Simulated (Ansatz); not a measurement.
Consider C₄H₈BCl.

```xyz
14

C    -0.6183   -1.8423   -1.0640
C     0.1360   -0.5634   -0.6313
C     1.1654   -1.0337    0.4190
C     0.4269   -2.0961    1.2664
B    -0.5814   -2.7307    0.2361
Cl   -1.5211   -4.2038    0.4972
H    -0.0159   -2.4047   -1.8202
H    -1.6097   -1.6822   -1.5329
H    -0.5813    0.1393   -0.1525
H     0.6044   -0.0124   -1.4728
H     1.5828   -0.1957    1.0146
H     2.0251   -1.5132   -0.0993
H    -0.2145   -1.5955    2.0338
H     1.0735   -2.7974    1.8309
```

Geometry: PBE-D3(BJ)/def2-SVP.

Computed with isolated molecule in a Gaussian basis; Kohn-Sham density functional theory, functional PBE0 in Ansatz.

### What can the converged electron density and electron localisation function tell about the bonding?

C–B (1.58 Å): ρ at the midpoint is about 1.4 e/Å³; the ELF peaks at about 0.95 between the atoms: a covalent bond.
B–Cl (1.77 Å): ρ at the midpoint is about 1.3 e/Å³; the ELF peaks at about 0.90 between the atoms (a polar covalent bond).

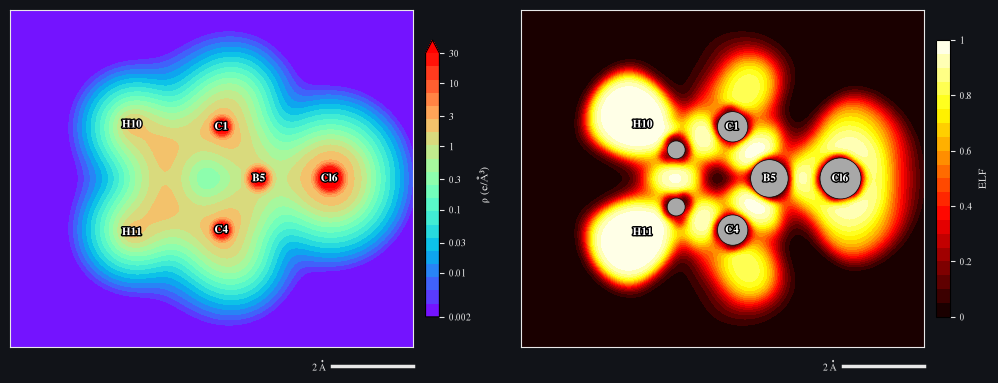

Computed electron density and electron localisation function on the plane of atoms C1, B5 and C4, in this order. Grey discs cover the atomic cores in the ELF map. 
